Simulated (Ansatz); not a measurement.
# What NaMgBr3 (model cell, started as cubic perovskite with Mg in the octahedra) distorts into, part 3 of 3

Wanted: the energy along a soft mode of NaMgBr3 (model cell, started as cubic perovskite with Mg in the octahedra) and the structure at the end.

Ansatz 0.2.0; DFT PBE, scalar-relativistic, plane waves, PAW.

So far. Step 5 (Energy along the mode, all amplitudes (two of the runs …): The lowest of the steps tried is the last one, at 0.6 Å, 17.0 meV/atom below the parent; the bottom of the well need not coincide with a step. Step 7 (The new phase in its own primitive cell): The largest force component left is 0.62 meV/Å and the pressure is -0.006 GPa, within the tolerances set. The cell now holds 31.23 Å³/atom. The relaxed cell has a = 5.392, c = 5.372 Å (conventional setting).

The structure was built from a prototype and need not be the compound's stable phase.

## (8) Modes of the new phase

A relaxed structure may still be a saddle point, so its zone-centre modes are computed. The response to a homogeneous field gives the Born charges and the dielectric tensor.

Contents of input.yaml:

```yaml
crystal:
  lattice:
    - [5.391798632, 0.0, 0.0]
    - [0.0, 5.391798632, 0.0]
    - [0.0, 0.0, 5.3717829946]
  atoms:
    - { symbol: Na, position: [0.0, 0.0, 0.7975815552] }
    - { symbol: Mg, position: [0.5, 0.5, 0.510320291] }
    - { symbol: Br, position: [0.5, 0.0, 0.5427810839] }
    - { symbol: Br, position: [0.5, 0.5, 0.024219266] }
    - { symbol: Br, position: [0.0, 0.5, 0.5427810839] }
kpoints:
  mp_grid: { grid: [4, 4, 4] }
hamiltonian:
  xc: pbe
scf:
  occupations: { method: fixed }
output:
  eigenvalues: true
phonons:
  method: dfpt
  dielectric: true
  rigid_motions: translations
```

Launch:

```sh
$ ansatz run input.yaml --threads 4 --pin off --max-ram 14336MiB --backend cpu --events-out ev --progress --plain --runs-dir out
```

Numbers of over 12 decimals in the logs are rounded to 6 here.

The program printed:

```text
[...]
Crystal: 5 atoms, lattice volume = 156.166 Å³
Basis set: ecut = 420 eV, 3029 PW (Γ), exchange–correlation on 80×80×72 points (8 copies of the dense FFT grid, shifted against one another)
Bands: 25, of which v1, the nominal top of the filled ones, is band 20 counted from 1 (19 counted from 0)
Symmetry: 8 space group operations
k-points: 36 of 64 (irreducible under 1 space group operation, time reversal used)
[...]
SCF iter   1: F=—  HF=-11766.792076 eV  |F-HF|=—  |Δ(HF+E_count)|=         —  Δρ=7.19e-4  dr2=1.50e-3  ethr=1.77e-3  ⟨swp⟩=6.3  Hψ=4028  notcnv=0  defer=102
[...]
SCF iter   9: F=-11766.791362 eV  HF=-11766.791362 eV  |F-HF|=1.46e-11  |Δ(HF+E_count)|=  1.84e-10  Δρ=5.07e-8  dr2=5.50e-12  ethr=1.00e-12  ⟨swp⟩=14.8  Hψ=6533  notcnv=0
SCF 1 converged in 9 iterations: F = -11766.791362 eV  dr2 = 5.50e-12
[...]
DFPT response loops at Γ: preconditioner auto → none (the input reference at scf.mixing.eps_inf says where Resta's filter doesn't serve); β = 0.50; Broyden in place of MSR1
── the response to a field inside a basis, on 4×4×4 k-points: an SCF that follows is theirs, and a resumed run solves both again ──
Bands: 21, of which v1, the nominal top of the filled ones, is band 20 counted from 1 (19 counted from 0)
k-points: 6 of 64 (time reversal used)
[...]
Eigensolver: Dense (6 Hₖ)
SCF iter   1: F=—  HF=-11766.783543 eV  |F-HF|=—  |Δ(HF+E_count)|=         —  Δρ=7.38e-5  dr2=1.79e-6  ethr=1.00e-1
[...]
SCF iter   3: F=-11766.783553 eV  HF=-11766.783553 eV  |F-HF|=4.98e-9  |Δ(HF+E_count)|=   2.99e-6  Δρ=2.37e-6  dr2=6.09e-9  ethr=1.34e-9
SCF 1 converged in 3 iterations: F = -11766.783553 eV  dr2 = 6.09e-9
[...]
WARN: field response: ε∞ stands inside a basis, on 4×4×4 points; the force constants stand on the 4×4×4 k-mesh, whose period is 12.63 times the interband length at k = (0.0000, 0.0000, 0.0000), direct gap 2.911 eV, under 14: take them and everything formed from them as unconverged, and compare with a denser kpoints.mp_grid
SCF converged after 9 iterations
Free energy (F): -11766.791362 eV
[...]
Internal energy: -11766.791362 eV  (E = F + TS)
E sigma→0 (E₀):  -11766.791362 eV
Fermi energy:    1.571535 eV
[...]
--- Band table (eV; the first three rows and the last of 36) ---
  k-point 0: bands = [... 16 lower, 0.5894, 0.9273, 1.1165, 1.1165, 4.0273, 5.3131, 8.3290, 8.3364, ... 1 higher]
  k-point 1: bands = [... 16 lower, 0.4759, 0.5064, 0.8829, 0.8829, 4.9916, 5.8515, 8.1290, 8.4796, ... 1 higher]
  k-point 2: bands = [... 16 lower, 0.5196, 0.5196, 0.6164, 0.6164, 6.2062, 6.8393, 7.3066, 8.6532, ... 1 higher]
  k-point 35: bands = [... 16 lower, 0.4753, 1.0454, 1.5715, 1.5715, 6.1174, 7.1554, 7.1554, 7.3352, ... 1 higher]
--- Phonons (Γ-DFPT): 9 representative perturbations + reference, on 36 of 64 k-points (Σ response iterations 27) ---
  k mesh reduced under 1 symmetry operation, with k and −k counted as one. Each operation leaves every solved perturbation unchanged. A smaller set is not considered because the run solves the response to a homogeneous field
  ASR residual: 4.100e-4 → 0.000e0 eV/Å²; symmetrization residual: 4.122e-6 eV/Å²
  ASR residual per site (eV/Å²): 4.74e-5 4.10e-4 2.66e-5 1.88e-4 2.66e-5
[...]
ε∞ (high-frequency dielectric tensor):
        3.034367     0.000000     0.000000
        0.000000     3.034367     0.000000
        0.000000     0.000000     2.990323
  ε⁰ (static dielectric tensor: ions relaxed, cell fixed):
       21.974719    -0.000000     0.000000
       -0.000000    21.974719     0.000000
        0.000000     0.000000     9.675930
  ε⁰ − ε∞ (ionic part):
       18.940352    -0.000000    -0.000000
       -0.000000    18.940352     0.000000
       -0.000000     0.000000     6.685607
  softest optical mode at Γ: 24.71 cm⁻¹; the repairs (sum rule, projections) moved no ω² at Γ by more than (2.31 cm⁻¹)²
  Born effective charges Z* (e; rows j = field, columns β = displacement):
    site 0:
         1.30019    0.00000    0.00000
         0.00000    1.30019    0.00000
         0.00000    0.00000    0.97241
    site 1:
         2.44495    0.00000    0.00000
         0.00000    2.44495    0.00000
         0.00000    0.00000    2.52803
    site 2:
        -0.92637   -0.00000   -0.00000
        -0.00000   -2.06095    0.00000
        -0.00000    0.00000   -0.63550
    site 3:
        -0.75782   -0.00000   -0.00000
        -0.00000   -0.75782   -0.00000
        -0.00000   -0.00000   -2.22944
    site 4:
        -2.06095   -0.00000   -0.00000
         0.00000   -0.92637   -0.00000
        -0.00000   -0.00000   -0.63550
  Z* charge neutrality: 1.537e-3 e pre-enforcement
  solved inside a basis spanned on kpoints, on 4×4×4 k-points, its susceptibility summed on 8×8×8: ε∞ is read to err by 6.6e-3, Z* by 1.2e-2 e (field_mesh: kpoints solves on kpoints); Z* is corrected for what the basis lacks
  optical modes at Γ without the LO–TO term, one row a degenerate level:
      ω (cm⁻¹)  modes    IR ((D/Å)²/amu)
         24.71      2             1.1079
         52.89      1             0.0000
         78.51      1             0.2777
         86.89      2             1.0267
         92.18      1             2.1765
        106.17      2             5.3724
        174.16      2            10.5144
        181.87      1             6.2295
  optical modes at Γ + LO–TO along q̂ = [1.0000, 0.0000, 0.0000]:
      ω (cm⁻¹)  modes    IR ((D/Å)²/amu)
         24.71      1             0.5539
         36.64      1             0.0457
         52.89      1             0.0000
         78.51      1             0.2777
         86.89      1             0.5133
         89.32      1             0.0161
         92.18      1             2.1765
        106.17      1             2.6862
[...]
optical modes at Γ + LO–TO along q̂ = [0.0000, 1.0000, 0.0000]:
      ω (cm⁻¹)  modes    IR ((D/Å)²/amu)
[...]
128.57      1             0.3701
        174.16      1             5.2572
        181.87      1             6.2295
        253.91      1             8.5788
  optical modes at Γ + LO–TO along q̂ = [0.0000, 0.0000, 1.0000]:
      ω (cm⁻¹)  modes    IR ((D/Å)²/amu)
         24.71      2             1.1079
         52.89      1             0.0000
         79.70      1             0.0058
         86.89      2             1.0267
        106.17      2             5.3724
        113.84      1             0.3668
        174.16      2            10.5144
        260.94      1             8.3110
```

It took 43 s on 4 threads of Arm Neoverse V2, shared host; peak memory 0.93 GiB; 2.7 min of CPU time.

This step gave:

| Item | Value |
| --- | --- |
| sum-rule residual before enforcement | 4.10e-4 eV/Å² |
| miss of the charge sum rule | 0.001537 e |
| estimated error of the dielectric tensor | 0.006584 |
| estimated error of the Born charges | 0.01196 e |
| point group | 4mm |
| highest optical mode at the zone centre (no LO-TO term) | 181.9 cm⁻¹ |
| lowest optical zone-centre mode | 24.71 cm⁻¹ |
| mean high-frequency dielectric constant | 3.020 |
| largest Born charge (third of the trace) | 2.473 e |
| mean static dielectric constant | 17.88 |
| top of the zone-centre spectrum with the field | 260.9 cm⁻¹ |

Without the LO-TO term. Patterns of degenerate modes are one choice out of their space. Modes at Γ, with each element's share of the kinetic energy:

```tsv
mode	frequency (cm⁻¹)	symmetry	Na %	Mg %	Br %
1	0.0	acoustic	8	8	84
2	0.0	acoustic	8	8	84
3	0.0	acoustic	8	8	84
4	24.7	E	18	0	82
5	24.7	E	18	0	82
6	52.9	B1	0	0	100
7	78.5	A1	16	31	53
8	86.9	E	8	34	58
9	86.9	E	8	34	58
10	92.2	A1	76	4	20
11	106.2	E	65	2	33
12	106.2	E	65	2	33
13	174.2	E	0	56	44
14	174.2	E	0	56	44
15	181.9	A1	0	57	43
```

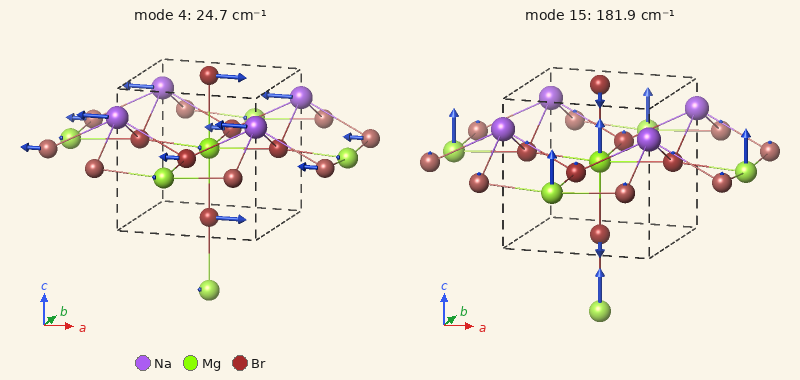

Displacement patterns of modes 4 and 15 at Γ; arrows are exaggerated. Some periodic images of atoms are drawn too.

Optical modes at the zone centre, without and with the macroscopic field of the longitudinal modes; each column is sorted by frequency, so a row need not hold one and the same mode. Modes with and without the field, by row:

```tsv
rank among optical modes	no field (cm⁻¹)	q along (1, 0, 0) (cm⁻¹)	q along (0, 0, 1) (cm⁻¹)
1	24.7	24.7	24.7
2	24.7	36.6	24.7
3	52.9	52.9	52.9
4	78.5	78.5	79.7
5	86.9	86.9	86.9
6	86.9	89.3	86.9
7	92.2	92.2	106.2
8	106.2	106.2	106.2
9	106.2	128.6	113.8
10	174.2	174.2	174.2
11	174.2	181.9	174.2
12	181.9	253.9	260.9
```

Born charge (rows field, columns displacement) (e), principal values of the symmetric part by kind of site:

```tsv
atom	atoms with these values	low	middle	high	mean
Na1	1	0.97	1.30	1.30	1.19
Mg2	1	2.44	2.44	2.53	2.47
Br3	2	-2.06	-0.93	-0.64	-1.21
Br4	1	-2.23	-0.76	-0.76	-1.25
```

In full for Na1:

```
1.30 0.00 0.00
0.00 1.30 0.00
0.00 0.00 0.97
```

High-frequency dielectric tensor:

```
3.03 0.00 0.00
0.00 3.03 0.00
0.00 0.00 2.99
```

Static dielectric tensor (ions relaxed, fixed cell):

```
21.97  0.00  0.00
 0.00 21.97  0.00
 0.00  0.00  9.68
```

Transverse modes. Infrared lines, with heights relative to the strongest:

```tsv
position (cm⁻¹)	label	relative intensity
25	E	11
53	B1	0.0
78	A1	2.6
87	E	10
92	A1	21
106	E	51
174	E	100
182	A1	59
```

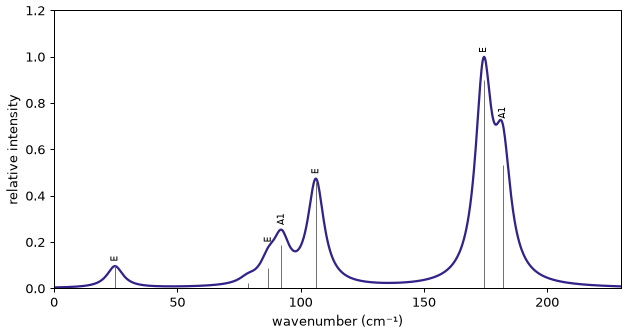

The infrared spectrum, broadened with Lorentzians of width 8 cm⁻¹; bars mark the lines.

Before it was imposed, the acoustic sum rule was missed by 4.1e-4 eV/Å² and the charge sum rule by 0.0015 e. Small misses are needed for a sound result but don't prove that mesh and cutoff are converged. The lowest optical mode is real, 24.7 cm⁻¹.

The log warns of the k mesh: “the force constants stand on the 4×4×4 k-mesh, whose period is 12.63 times the interband length at k = (0.0000, 0.0000, 0.0000), direct gap 2.911 eV, under 14: take them and everything formed from them as unconverged”.

## (9) What came out

| Item | Value |
| --- | --- |
| unstable mode of the parent | q = (0, 0, 0), 79i cm⁻¹ |
| depth at the lowest point sampled | 17.0 meV/atom |
| largest atomic shift at that point | 0.6 Å |
| space group reached (within 0.01 Å) | P4mm |
| energy gained over the parent (first relaxation, on the mesh of the frozen mode) | 33.0 meV/atom |
| volume per atom, phase reached | 31.2 Å³ |
| gap on the k-mesh, phase reached | 2.46 eV |
| lowest optical zone-centre mode, phase reached | 24.7 cm⁻¹ |
| highest optical mode at the zone centre (no LO-TO term), phase reached | 182 cm⁻¹ |

Along this mode the structure falls into P4mm, 33.0 meV/atom below the parent. At the parent's cell the well is 17.04 meV/atom deep on the steps tried, with its lowest point at a shift of 0.6 Å. That is the last step tried, so the steps alone don't bracket the bottom of the well. Relaxing atoms and cell changes the gain by +15.95 meV/atom against the lowest step (energies at zero smearing). The new phase has no imaginary mode at the zone centre of its cell; other wavevectors were not checked. Of the 9 patterns followed to their end from this parent, this one ends 63.6 meV/atom above the lowest, Imma. Each path keeps the symmetry of its pattern, so a lower phase may lie along a pattern not tried. With the field response the log warns that the k mesh is coarse for the force constants too, so the frequencies may not be converged. The starting cell was built on a prototype and not taken from a measurement, so the phase need not exist.

[Logs are printed without paths, hosts, clocks, repeated set-up lines and the standing remarks that a program may print on its own settings, such as how far it seeks lower states.]

[Hosts, paths, dates, database ids (printed as entryN), source tags and the programs' standing remarks are cut or masked in the printed files.]
